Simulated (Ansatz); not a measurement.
H2OSZn···HF

Input

```
crystal:
  periodic: [false, false, false]
  atoms:
    - {symbol: Zn, position_ang: [-0.356509, -0.379702, -0.564187]}
    - {symbol: F, position_ang: [0.522483, 0.173406, 1.770030]}
    - {symbol: O, position_ang: [-0.061644, -2.082984, -0.958146]}
    - {symbol: H, position_ang: [0.149300, 0.967830, 1.414119]}
    - {symbol: S, position_ang: [-0.888353, 1.735367, -0.382111]}
    - {symbol: H, position_ang: [0.406785, -2.564033, -0.272839]}
    - {symbol: H, position_ang: [0.228135, 2.150116, -1.006866]}
basis:
  gaussian: {orbitals: def2-TZVPP}
hamiltonian: {xc: pbe0, dispersion: d4}
output: {orbitals: {seedname: orbitals}}
```

Command:

```sh
ansatz run in.yaml --threads 4 --pin off --events-out ev --progress --plain --max-ram 9574MiB
```

The product side of a reaction path; geometry: PBE0-D4/def2-TZVP.

Method: RKS PBE0-D4/def2-TZVPP in Ansatz 0.2.0.

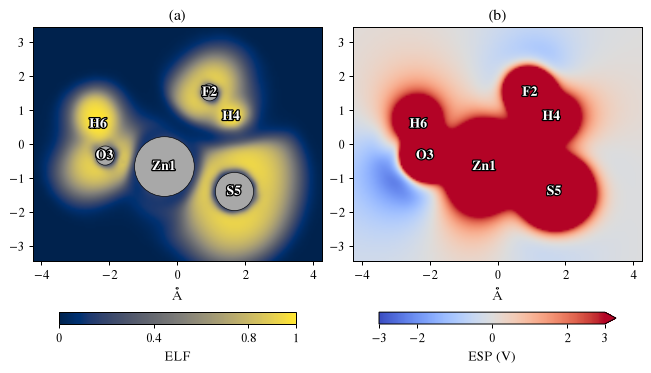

Figure 1. (a) electron localisation function; (b) electrostatic potential on the plane of atoms Zn1, O3 and H6. Grey discs cover the atomic cores in the ELF map.

> Describe what can be read from this map.

- The plane passes through Zn, F, O, H and S nuclei.
- Zn1···F2 (2.55 Å): the ELF dips to about 0.05 between them.
- Zn–O (1.77 Å): the ELF peaks at about 0.85 in the valence shell of O, 0.6 Å from its nucleus, and is about 0.20 at the midpoint.
- Zn–S (2.19 Å): the ELF peaks at about 0.85 in the valence shell of S, 0.9 Å from its nucleus, and is about 0.60 at the midpoint.
- F–H (0.95 Å): the ELF climbs to about 1 towards the hydrogen, as it does in any bond to H: a covalent bond by its length.
- O–H (0.96 Å): the ELF climbs to about 1 towards the hydrogen; a covalent bond by its length.
- The ELF also peaks beside S5, O3 and F2, away from the bonds: lone-pair regions.
- Outside the dense part of the complex the potential is most negative (−2.3 V) near O3.

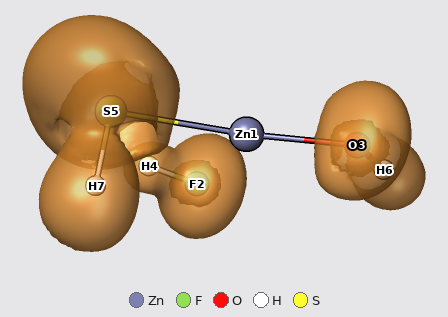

Figure 2. Isosurface of the ELF at 0.75 (orange), seen from one side. Only the valence region is drawn (cores and ρ < 0.01 e/Å³ removed).

> Identify the bonds, lone pairs and shells in this picture.

The surface consists of one joined region spread over several atoms (F, H), in which their bonds and any lone pairs are merged, one joined region spread over several atoms (H, O), in which their bonds and any lone pairs are merged and one joined region spread over several atoms (H, S), in which their bonds and any lone pairs are merged.

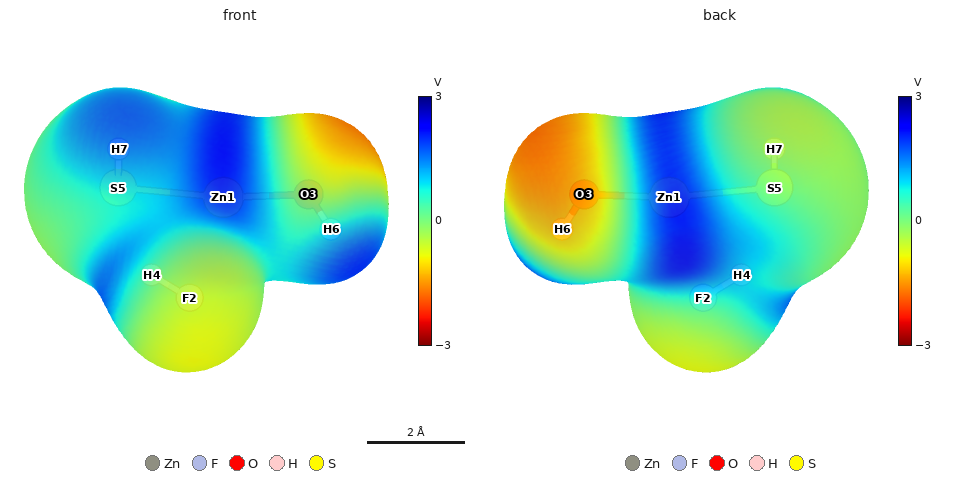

Figure 3. The molecular electrostatic potential painted on the density surface at 0.002 e/bohr³, seen from the front and from behind; the colour scale runs from red (negative) to blue (positive).

> Describe the electrostatic potential map.

The most negative region (about −1.7 V) lies over O3, the most positive (about +2.2 V) over Zn1. O3 is the likeliest acceptor of a hydrogen bond.
